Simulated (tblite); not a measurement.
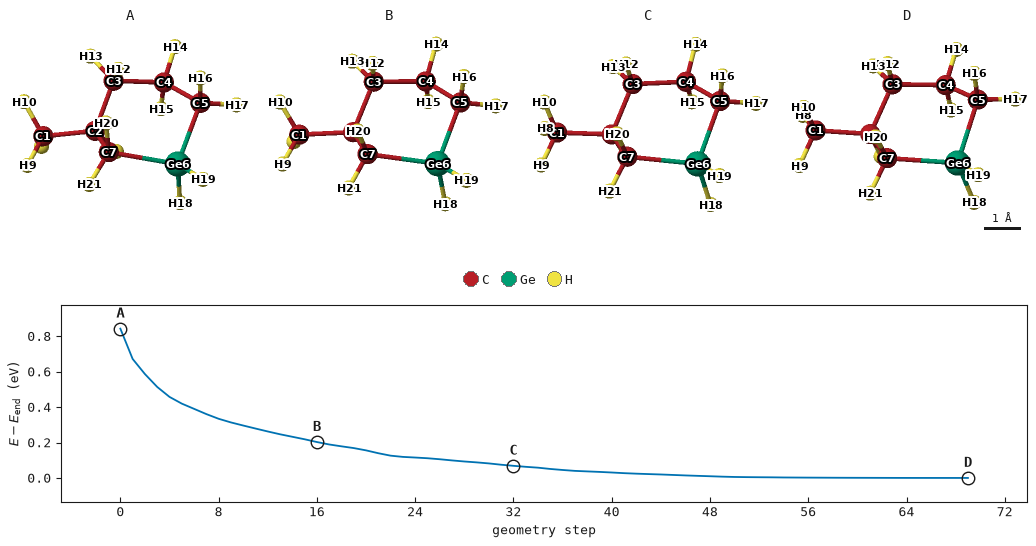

Frames of a relaxation of C$_{6}$H$_{14}$Ge, marked on the history of the run. A ball-and-stick model, seen at a tilt.

These are results of tblite 0.8.0, GFN2-xTB geometry optimisation, gas phase, not measurements. 

What happens along the run?

The atom that moves furthest after the best rigid fit is an H atom (1.05 Å). By element the largest moves are H 1.05 Å, C 0.32 Å, Ge 0.12 Å. Some distances before and after: Ge–H 1.563 → 1.507 Å, C–C 1.491 → 1.532 Å, C–H 1.126 → 1.093 Å, C–C 1.510 → 1.529 Å. Among the angles between lasting bonds that change: C–C–Ge 101.4° → 109.8°, H–C–H 114.2° → 106.9°, C–C–C 106.8° → 114.1°. Groups turn about C–C by about 40°, C–C by about 25°, C–C by about 25°. The energy falls by 0.842 eV in 69 geometry steps. From step 0 to 16: H atoms move most (0.32 Å), energy −0.640 eV. From step 16 to 32: an H atom moves most (0.49 Å), energy −0.134 eV. From step 32 to 69: an H atom moves most (0.39 Å), energy −0.068 eV.
